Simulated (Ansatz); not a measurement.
Fields on a plane of AlAs (zinc blende)

```
AlAs
1.0
    0.00000     2.83733     2.83733
    2.83733     0.00000     2.83733
    2.83733     2.83733     0.00000
As Al
1 1
Direct
  0.75000   0.75000   0.75000
  0.00000   0.00000   0.00000
```

The slice is a {111} plane (indices of the conventional cell) through the point (0.000, 0.000, 0.000) (fractional), spanned by u = [100] and v = [-1 2 0] in vectors of this cell: u (4.01 Å) and v (6.95 Å, at 90° to u). It covers one period; positions are fractions (u, v).

Atoms on it: Al at (0.00, 0.00); Al at (0.50, 0.50). Other atoms lie within 1 Å of the plane.

Computed with PBEsol (plane waves to 420 eV, PAW, scalar-relativistic; Ansatz, an electronic-structure program). k mesh 10×10×10. Near the nuclei the fields are pseudised (PAW); where an atom keeps semicore shells as valence, they peak there. AlAs was relaxed with its symmetry unable to fall.

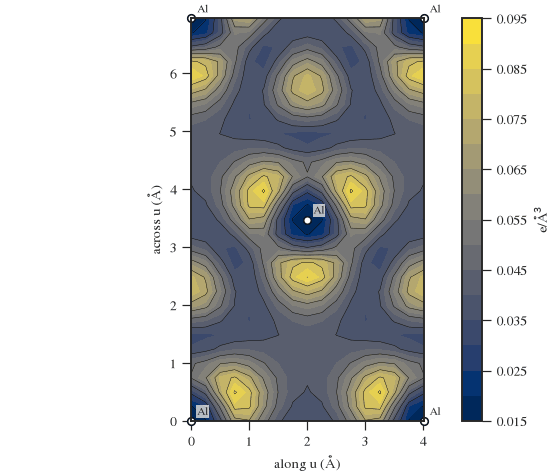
Figure. Density of the lowest conduction band (whole band as if filled, smooth part) in e/Å³, one period of the plane, atoms marked. 

```
|xxxx035444530xxx|
|xxxx032000230xxx|
|xxx0220xxx0220xx|
|x00341xxxxx14300|
|345651xxxxx15654|
|7777630xxx036777|
|8998751000157899|
|9999864212468999|
|9998764222467899|
|99986300x0036899|
|998630xxxxx03689|
|99850xxxxxxx0589|
|88740xxxxxxx0478|
|77630xxxxxxx0367|
|44530xxxxxxx0354|
|00230xxxxxxx0320|
|xx0220xxxxx0220x|
|xxx14300x00341xx|
|xxx15654345651xx|
|xx0367777777630x|
|0015789989987510|
|1246899999998642|
|2246789999987642|
|x003689999986300|
|xxx03689998630xx|
|xxxx058999850xxx|
|xxxx047888740xxx|
|xxxx036777630xxx|
```
Scale: ten equal steps from -3.00 (start of '0') to 5.22 (end of '9'), in the order '0123456789'. Values: electrostatic potential energy of an electron, from the cell's mean, in eV. The map has 16 points along u (one character each, u = 0 at the left) and 28 along v (v = 0 in the bottom row). Points within 1 Å of a nucleus are blanked (x), as the pseudised field means little there. Values under -3 eV are set to -3. The zero, the cell's mean, hangs on the PAW cores.
